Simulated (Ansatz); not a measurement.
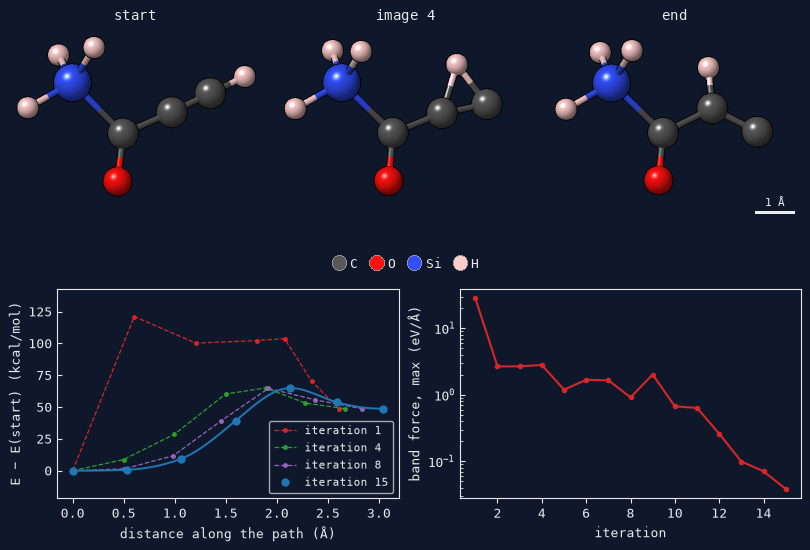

NEB run on C3H4OSi. Images are numbered from 0 (start) to 6 (end). The plot follows the band through its iterations. Style: ball-and-stick. Shown at a tilt.

All numbers below come from Ansatz 0.2.0, RKS B3LYP/STO-3G. Run with 5 movable images; climbing image; force threshold 0.05 eV/Å; iteration limit 60; starting path through a guess of the saddle point.

How did the profile develop, and is the result final?

The result is final at these settings. The band converged in 15 iterations. The largest component of the band force went from 28 to 0.039 eV/Å. The climbing image converged on the top of the path. Its vibrational analysis gives one imaginary mode (1142i cm⁻¹), as a transition state must have. The first iteration put the highest image at 121.2 kcal/mol. The energy climbs by 65.0 kcal/mol to image 4 and then falls by 16.2 kcal/mol, so the end point sits at +48.7 kcal/mol.

Limits of the set-up: STO-3G is a minimal basis, so the numbers are rough.
